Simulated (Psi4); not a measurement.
**C2H5BClF (SMILES BC(F)CCl), step by step**

Aim: a structure relaxation (singlet C2H5BClF, CAM-B3LYP/def2-SVPD), then a single-point energy (doublet C2H5BClF+, UCAM-B3LYP/def2-SVPD), then a geometry optimisation (doublet C2H5BClF+, UCAM-B3LYP/def2-SVPD), then a single-point energy (doublet C2H5BClF−, UCAM-B3LYP/def2-SVPD) of C2H5BClF. 

Program for the calculation: Psi4 1.11.

**1. The structure to begin with**

The species is C2H5BClF (10 atoms), meant as a singlet with charge 0. As SMILES, `BC(F)CCl`. The coordinates come from a PBE0-D4/def2-TZVP relaxation. This is one conformer, not always the lowest. The run starts from this shape.

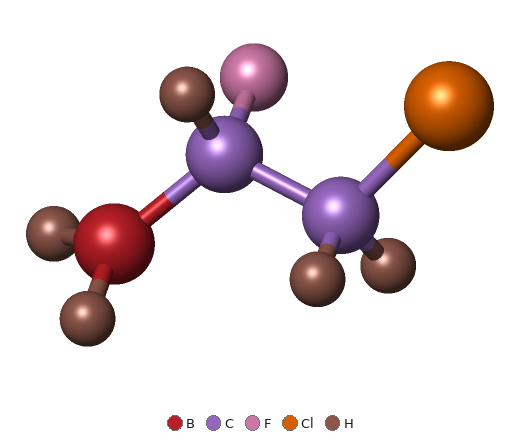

Viewed from a chosen angle; boron red, carbon purple, fluorine pink, chlorine orange, hydrogen brown.

**2. A geometry optimisation at CAM-B3LYP/def2-SVPD (density fitting) (run 1)**

Contents of c2h5bclf.inp:

```
memory 1600 MB

molecule {
  0 1
  B     -1.309200    -0.711700    -0.281200
  C      0.178900    -0.496800     0.126500
  F      0.520300    -1.080300     1.336000
  C      0.655300     0.934900     0.100000
  Cl     2.428700     1.067800     0.206300
  H     -2.010300    -1.450800     0.336900
  H     -1.707400    -0.172300    -1.270600
  H      0.728500    -1.046200    -0.665100
  H      0.248500     1.491800     0.943700
  H      0.349800     1.412800    -0.829700
  units angstrom
  symmetry c1
}

set {
  basis def2-SVPD
}

optimize("cam-b3lyp")
print_variables()
```

Started as:

```bash
$ psi4 c2h5bclf.inp c2h5bclf.out -n 1
```

c2h5bclf.out:

```text
[...]
  Running in c1 symmetry.
[...]
  Nuclear repulsion =  208.814684990175408
[...]
  Multiplicity = 1
[...]
  Nalpha       = 24
  Nbeta        = 24
[...]
    Number of basis functions: 150
[...]
   @DF-RKS iter   1:  -663.62578910016248   -4.30174e-01   2.88383e-03 DIIS/ADIIS
[...]
   @DF-RKS iter   7:  -663.72507289418684   -1.53477e-11   9.23878e-09 DIIS
[...]
  @DF-RKS Final Energy:  -663.72507289418684
   => Energetics <=
    Nuclear Repulsion Energy =            207.7727383033746094
    One-Electron Energy =               -1325.6794591044686058
    Two-Electron Energy =                 495.5311834905466526
    DFT Exchange-Correlation Energy =     -41.3495355836394580
    Empirical Dispersion Energy =           0.0000000000000000
    VV10 Nonlocal Energy =                  0.0000000000000000
    Total Energy =                       -663.7250728941867237
[...]
 Multipole Moments:
 ------------------------------------------------------------------------------------
     Multipole            Electronic (a.u.)      Nuclear  (a.u.)        Total (a.u.)
 ------------------------------------------------------------------------------------
 L = 1.  Multiply by 2.5417464519 to convert [e a0] to [Debye]
 Dipole X            :          4.6143620           -5.4671346           -0.8527726
 Dipole Y            :         -0.4147030            0.6389277            0.2242247
 Dipole Z            :          2.4947372           -3.1581088           -0.6633715
 Magnitude           :                                                    1.1034309
[...]
  -Total Gradient:
     Atom            X                  Y                   Z
    ------   -----------------  -----------------  -----------------
       1       -0.000008120973    -0.000020989666     0.000045911422
       2        0.000033829483    -0.000044404375    -0.000000204950
       3       -0.000006591660     0.000000202567     0.000007022381
       4       -0.000152119494    -0.000001687439    -0.000033369798
       5        0.000064748994    -0.000012150808     0.000043572787
       6       -0.000044253328     0.000021358346    -0.000016422181
       7        0.000003693277     0.000006457857    -0.000016968854
       8        0.000015756165     0.000030223055     0.000047743632
       9        0.000012956332    -0.000024764358    -0.000002640782
      10        0.000024688006    -0.000003166714     0.000014764772
[...]
```

Standard output:

```text
Optimizer: Optimization complete!
```

Run time: 67 s. Hardware: 1 thread of Intel Xeon 6975P-C (Granite Rapids), shared host; peak memory 1.4 GiB.

The path in brief:

| step | energy from the first frame kept (eV) | largest force (eV/Å) |
| --- | --- | --- |
| 0 | 0.0000 | 0.3355 |
| 1 | -0.0061 | 0.1232 |
| 2 | -0.0061 | 0.1209 |
| 3 | -0.0067 | 0.0278 |
| 4 | -0.0067 | 0.0080 |

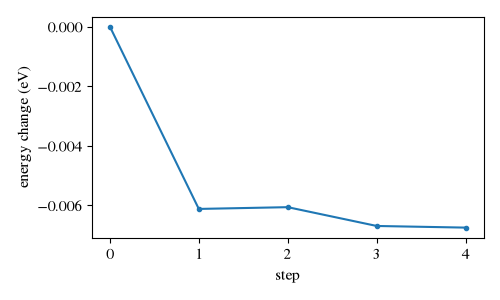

Energy along the run.

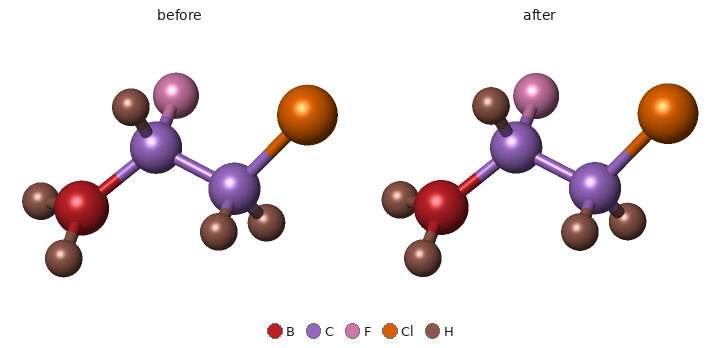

Before and after, at one scale.

After the run. Bond lengths: B1–C2 1.562 Å, C2–F3 1.392 Å, C2–C4 1.512 Å, C4–Cl5 1.797 Å, B1–H6 1.198 Å, B1–H7 1.201 Å, C2–H8 1.112 Å, C4–H9 1.095 Å, C4–H10 1.095 Å. Some angles: B1–C2–F3 113.4°, B1–C2–C4 116.0°, F3–C2–C4 109.3°, C2–C4–Cl5 112.6°, B1–C2–H8 102.8°, F3–C2–H8 106.6°, C4–C2–H8 108.0°, C2–B1–H6 120.6°, C2–B1–H7 118.3°, C2–C4–H9 110.6°.

**3. The doublet cation: the energy at UCAM-B3LYP/def2-SVPD (density fitting) (run 2)**

Contents of input.in:

```
memory 1.6 GB

molecule mol {
  1 2
  B
  C 1 1.561586
  F 2 1.392439 1 113.35294
  C 2 1.511735 3 109.32976 1 131.1163
  Cl 4 1.797263 2 112.61004 3 64.07322
  H 1 1.197577 2 120.60336 3 -8.92651
  H 1 1.20124 6 120.99308 2 175.9525
  H 2 1.111943 3 106.58243 4 116.55118
  H 4 1.095362 2 110.60535 8 -170.68814
  H 4 1.094786 9 109.48142 2 121.84143
  symmetry c1
}

set basis def2-SVPD
set reference uks

E, wfn = energy('cam-b3lyp', return_wfn=True)
```

Started as:

```bash
$ psi4 -i input.in -o input.out -n 1
```

input.out:

```text
[...]
  Running in c1 symmetry.
[...]
  Nuclear repulsion =  207.772744984420797
[...]
  Multiplicity = 2
[...]
  Nalpha       = 24
  Nbeta        = 23
[...]
    Number of basis functions: 150
[...]
   @DF-UKS iter   1:  -663.18846020880369   -3.93824e-02   3.04536e-03 DIIS/ADIIS
[...]
   @DF-UKS iter  20:  -663.30823306848401   -2.58649e-07   4.44228e-07 DIIS
[...]
   @S^2 Observed:                7.533340251E-01
[...]
    Orbital Energies [Eh]
    ---------------------
    Alpha Occupied:
       1A   -101.962373     2A    -24.943229     3A    -10.588946
       4A    -10.538425     5A     -9.907178     6A     -7.684256
       7A     -7.671587     8A     -7.662176     9A     -7.027322
      10A     -1.445678    11A     -1.277175    12A     -1.076329
      13A     -0.937161    14A     -0.829609    15A     -0.815585
      16A     -0.780794    17A     -0.762866    18A     -0.741319
      19A     -0.703975    20A     -0.691200    21A     -0.672248
      22A     -0.621332    23A     -0.583921    24A     -0.576348
    Alpha Virtual:
      25A     -0.215042    26A     -0.175248    27A     -0.128704
[...]
  @DF-UKS Final Energy:  -663.30823306848401
   => Energetics <=
    Nuclear Repulsion Energy =            207.7727449844207968
    One-Electron Energy =               -1313.7510511652642435
    Two-Electron Energy =                 483.8061632731425448
    DFT Exchange-Correlation Energy =     -41.1360901607831693
    Empirical Dispersion Energy =           0.0000000000000000
    VV10 Nonlocal Energy =                  0.0000000000000000
    Total Energy =                       -663.3082330684840144
[...]
 Multipole Moments:
 ------------------------------------------------------------------------------------
     Multipole            Electronic (a.u.)      Nuclear  (a.u.)        Total (a.u.)
 ------------------------------------------------------------------------------------
 L = 1.  Multiply by 2.5417464519 to convert [e a0] to [Debye]
 Dipole X            :         -0.1830655           -0.4593041           -0.6423697
 Dipole Y            :         -0.5021803            2.1557124            1.6535321
 Dipole Z            :          6.2394857           -5.9509164            0.2885693
 Magnitude           :                                                    1.7972422
[...]
```

Wall time 31 s (1 thread of Intel Xeon 6975P-C (Granite Rapids), shared host); peak memory 1.3 GiB.

**4. The doublet cation: a structure relaxation at UCAM-B3LYP/def2-SVPD (density fitting) (run 3)**

Contents of input.dat:

```
memory 1.6 GB

molecule {
  1 2
  B     -1.318706    -0.720075    -0.283248
  C      0.171345    -0.493870     0.125567
  F      0.502716    -1.074126     1.347198
  C      0.654361     0.938469     0.104531
  Cl     2.444660     1.065396     0.198728
  H     -2.014873    -1.469267     0.339852
  H     -1.724486    -0.180680    -1.276914
  H      0.728682    -1.056839    -0.654727
  H      0.256071     1.492226     0.961582
  H      0.346415     1.430998    -0.823446
  symmetry c1
}

set reference uks
set geom_maxiter 50

e, wfn = optimize("cam-b3lyp/def2-SVPD", return_wfn=True)
```

Started as:

```bash
$ psi4 -i input.dat -o output.dat -n 1
```

output.dat:

```text
Psi4 1.11 release

gradient() will perform analytic gradient computation.

   => Loading Basis Set <=

    Name: DEF2-SVPD
    Role: ORBITAL
    Keyword: BASIS

         ---------------------------------------------------------
                                   SCF
                              UKS Reference
                        1 Threads,   1525 MiB Core
         ---------------------------------------------------------

  ==> Geometry <==

    Molecular point group: c1
    Full point group: C1

    Geometry (in Angstrom), charge = 1, multiplicity = 2:

[... 152 lines left out ...]
   @DF-UKS iter   2:  -662.95815831487573    2.30302e-01   5.24078e-03 ADIIS/DIIS
[... 12 lines left out ...]
   @DF-UKS iter  15:  -663.30821384150113    1.07144e-06   4.41940e-06 DIIS
[... 20 lines left out ...]
   @Spin Contamination Metric:   3.334415541E-03
[... 58 lines left out ...]
    Total Energy =                       -663.3082331413093016
[... 112 lines left out ...]
    Weights Tolerance      =       1.00E-15
[... 166 lines left out ...]
   @DF-UKS iter   6:  -663.31211340124696   -5.72141e-05   1.09813e-05 DIIS
[... 13 lines left out ...]
   @DF-UKS iter 100:  -663.31203459378014   -7.68236e-06   9.35463e-06 DIIS
[... 1 line left out ...]
PsiException: Could not converge SCF iterations in 100 iterations.

  Failed to converge.

psi4.driver.p4util.exceptions.SCFConvergenceError: Could not converge SCF iterations in 100 iterations.

Printing out the relevant lines from the Psithon --> Python processed input file:
      symmetry c1
    """)
    core.IO.set_default_namespace("")
    core.set_global_option("REFERENCE", "uks")
    core.set_global_option("GEOM_MAXITER", 50)
--> e, wfn = optimize("cam-b3lyp/def2-SVPD", return_wfn=True)

!-------------------------------------------------------!
!                                                       !
!  Could not converge SCF iterations in 100 iterations. !
!                                                       !
!-------------------------------------------------------!

    Psi4 run time: 0:03:55.67

[set-up sections that repeat, and orbital energies of the middle runs, are left out above]
```

It took 4 min on 1 thread of Intel Xeon 6975P-C (Granite Rapids), shared host; peak memory 1.4 GiB.

The iterations ended before the threshold was met.

**5. The doublet anion: a single-point energy at UCAM-B3LYP/def2-SVPD (density fitting) (run 4)**

Contents of calc.dat:

```
memory 1600 mb

molecule geom {
  -1 2
  B     -2.49199318    -1.36074454    -0.53526115
  C      0.32379512    -0.93327904     0.23728724
  F      0.94999556    -2.02980396     2.54583526
  C      1.23656308     1.77344939     0.19753496
  Cl     4.61973787     2.01330665     0.37554149
  H     -3.80755815    -2.77651223     0.64222720
  H     -3.25880625    -0.34143572    -2.41301774
  H      1.37700941    -1.99713627    -1.23725472
  H      0.48390406     2.81989846     1.81712663
  H      0.65462948     2.70419430    -1.55608742
  units bohr
  symmetry c1
}

set {
  basis def2-SVPD
  reference uks
}

energy_value, wavefunction = energy('cam-b3lyp', return_wfn=True)
```

Started as:

```bash
$ psi4 -i calc.dat -o calc.out -n 1
```

calc.out:

```text
[...]
  Running in c1 symmetry.
[...]
  Nuclear repulsion =  207.772761576842129
[...]
  Multiplicity = 2
[...]
  Nalpha       = 25
  Nbeta        = 24
[...]
    Number of basis functions: 150
[...]
   @DF-UKS iter   1:  -663.50098673561354   -3.51908e-01   3.96958e-03 DIIS/ADIIS
[...]
   @DF-UKS iter  10:  -663.73593543877951   -1.36613e-07   5.64958e-07 DIIS
[...]
   @S^2 Observed:                7.532761227E-01
[...]
    Orbital Energies [Eh]
    ---------------------
    Alpha Occupied:
       1A   -101.435415     2A    -24.580897     3A    -10.163599
       4A    -10.139521     5A     -9.386200     6A     -7.155702
       7A     -7.147051     8A     -7.146950     9A     -6.573244
      10A     -1.081094    11A     -0.793477    12A     -0.647904
      13A     -0.529419    14A     -0.419789    15A     -0.403381
      16A     -0.377516    17A     -0.344230    18A     -0.326153
      19A     -0.295553    20A     -0.259717    21A     -0.222861
      22A     -0.221558    23A     -0.185524    24A     -0.176710
      25A      0.019788
    Alpha Virtual:
[...]
  @DF-UKS Final Energy:  -663.73593543877951
   => Energetics <=
    Nuclear Repulsion Energy =            207.7727615768421288
    One-Electron Energy =               -1334.5442322853502901
    Two-Electron Energy =                 504.5190895340967359
    DFT Exchange-Correlation Energy =     -41.4835542643682516
    Empirical Dispersion Energy =           0.0000000000000000
    VV10 Nonlocal Energy =                  0.0000000000000000
    Total Energy =                       -663.7359354387795065
[...]
 Multipole Moments:
 ------------------------------------------------------------------------------------
     Multipole            Electronic (a.u.)      Nuclear  (a.u.)        Total (a.u.)
 ------------------------------------------------------------------------------------
 L = 1.  Multiply by 2.5417464519 to convert [e a0] to [Debye]
 Dipole X            :          7.9005693           -5.4671366            2.4334327
 Dipole Y            :          0.5447288            0.6389269            1.1836558
 Dipole Z            :          3.3746687           -3.1581077            0.2165610
 Magnitude           :                                                    2.7146886
[...]
```

Run time: 20 s. Hardware: 1 thread of Intel Xeon 6975P-C (Granite Rapids), shared host; peak memory 1.3 GiB.

**6. What came out**

```
                                                 quantity                      value
      run 1, CAM-B3LYP/def2-SVPD: total energy at the end              -663.72507 Eh
                run 1, CAM-B3LYP/def2-SVPD: dipole moment                     2.80 D
                  run 1, CAM-B3LYP/def2-SVPD: HOMO energy                  -10.08 eV
                  run 1, CAM-B3LYP/def2-SVPD: LUMO energy                   -1.11 eV
                run 1, CAM-B3LYP/def2-SVPD: HOMO–LUMO gap                    8.96 eV
                      doublet cation, run 2: total energy              -663.30823 Eh
doublet cation, run 2: HOMO energy (highest over α and β)                  -15.66 eV
 doublet cation, run 2: LUMO energy (lowest over α and β)                  -12.60 eV
                              doublet cation, run 2: ⟨S²⟩                      0.753
                              doublet anion: total energy              -663.73594 Eh
        doublet anion: HOMO energy (highest over α and β)                    0.54 eV
         doublet anion: LUMO energy (lowest over α and β)                    4.66 eV
                                      doublet anion: ⟨S²⟩                      0.753
                                    doublet cation, run 3  no result (not converged)
```

In words: The optimisation (run 1, CAM-B3LYP/def2-SVPD) took 5 steps and changed the energy by -0.007 eV. The HOMO (doublet anion) lies at positive energy, 0.54 eV; only total energies tell whether the electron is bound. 1 of the 4 runs did not end normally.
